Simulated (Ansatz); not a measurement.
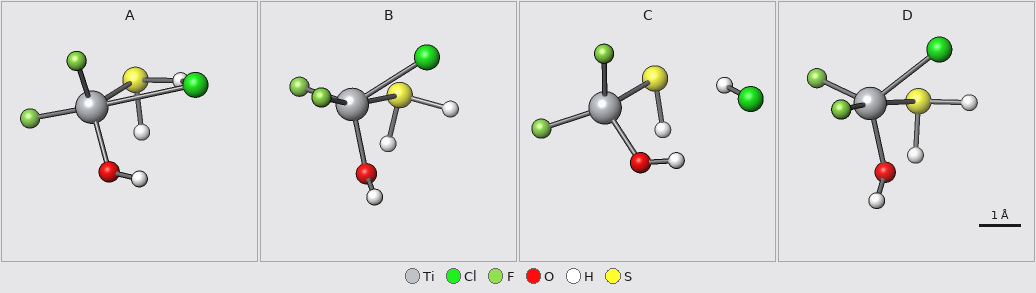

4 geometries from a converged minimum-energy path of TiH$_{3}$SOClF$_{2}$, shuffled. Style: ball-and-stick. Shown from a free direction.

Method: Ansatz 0.2.0, RKS PBE0-D4/def2-SVP. Run with 7 movable images; climbing image; force threshold 0.05 eV/Å; iteration limit 60; starting path through a guess of the saddle point.

### One of them is the converged climbing image. Which?

A. In order along the path, whose images run from 0 to 8: D (image 1, −0.01 eV), B (image 2, +0.04 eV), A (image 5, +0.84 eV), C (image 7, +0.52 eV). Breaking: H–S (1.35 → 2.32 Å), Cl–Ti (2.22 → 3.95 Å). Forming: Cl–H (2.92 → 1.31 Å).

The run took 5.8 min on 4 threads of Arm Neoverse V2, with other jobs on the host, peak memory 0.37 GiB.
